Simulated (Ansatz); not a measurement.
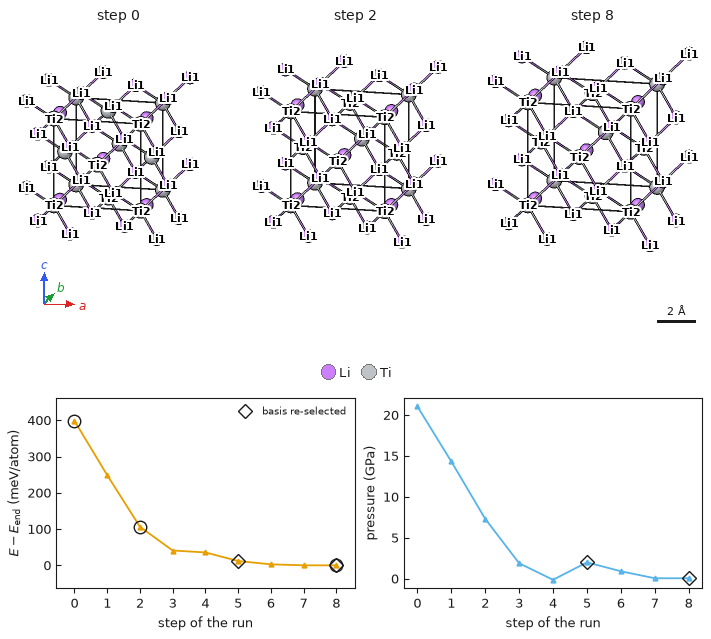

Frames of a relaxation of a crystal of LiTi (a generated structure, set up in F-43m) (coarse preliminary run), marked on the history of the run. A ball-and-stick model of the conventional cell (4 times the calculation's cell), seen slightly off an axis. Lengths and directions refer to the drawn axes.

Method: DFT PBE, scalar-relativistic, plane waves, PAW (Ansatz). (plane-wave cutoff 420 eV; k-point mesh 6 × 6 × 6; occupations gaussian; smearing width 0.1 eV; no spin polarisation; cell and atoms relaxed; force threshold 0.04 eV/Å; at most 70 steps)

> What happens along the run?

The energy falls by 398 meV per atom in 6 accepted moves (8 points after the start). All forces vanish by symmetry, so only the cell relaxes. The pressure goes from 21.06 to 0.06 GPa. The SCF was repeated twice at an unchanged geometry on a basis and grid sized afresh for the cell, which shifted the energy by 23.7 meV per atom at most. The atoms keep their places relative to the cell (all moves are under 0.005 Å). Cell: a = b = c 4.727 → 5.606 Å (+18.6 %). Volume +66.7 %. Among the contacts that change: Li1–Ti2 2.047 → 2.427 Å. The space group stays F-43m (No. 216). From step 0 to 2: volume +26.8 %, energy −292 meV per atom. From step 2 to 8: volume +31.5 %, energy −106 meV per atom.

```json
{"step": "0", "E − E(0), meV/atom": "0.00", "pressure, GPa": "21.06", "volume, Å³/atom": "13.206", "note": ""}
{"step": "1", "E − E(0), meV/atom": "-149.75", "pressure, GPa": "14.33", "volume, Å³/atom": "14.579", "note": ""}
{"step": "2", "E − E(0), meV/atom": "-292.11", "pressure, GPa": "7.32", "volume, Å³/atom": "16.741", "note": ""}
{"step": "3", "E − E(0), meV/atom": "-357.50", "pressure, GPa": "1.90", "volume, Å³/atom": "19.072", "note": ""}
{"step": "4", "E − E(0), meV/atom": "-362.78", "pressure, GPa": "-0.13", "volume, Å³/atom": "20.045", "note": ""}
{"step": "5", "E − E(0), meV/atom": "-386.45", "pressure, GPa": "2.00", "volume, Å³/atom": "20.045", "note": "same geometry, new basis"}
{"step": "6", "E − E(0), meV/atom": "-395.61", "pressure, GPa": "0.92", "volume, Å³/atom": "21.070", "note": ""}
{"step": "7", "E − E(0), meV/atom": "-398.34", "pressure, GPa": "0.06", "volume, Å³/atom": "22.019", "note": ""}
{"step": "8", "E − E(0), meV/atom": "-398.42", "pressure, GPa": "0.06", "volume, Å³/atom": "22.019", "note": "same geometry, new basis"}
```
